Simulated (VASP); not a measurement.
Band structure of Ag (space group Fm-3m). Level of theory: LDA (Ceperley-Alder, Perdew-Zunger), VASP's LDA PAW potentials (set 64) (plane waves; VASP).

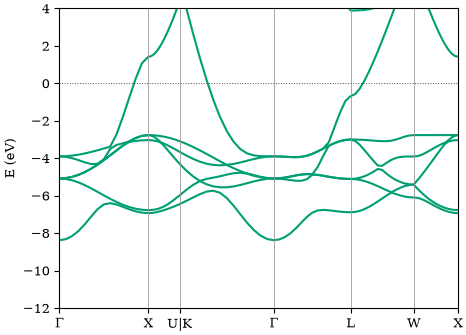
Fig. 1. Bands along high-symmetry lines, zero at the valence-band maximum or, without a gap, the Fermi level

Question: Read the plot: is there a gap, and where are the band edges?

Answer: It has no gap at this level: it comes out as a metal or semimetal. (Edges off the drawn lines would not show.)

The structure comes from a computed database's Ag entry (Fm-3m); how it stands against other phases isn't given here. It was relaxed first, which changed the volume by -8 %.
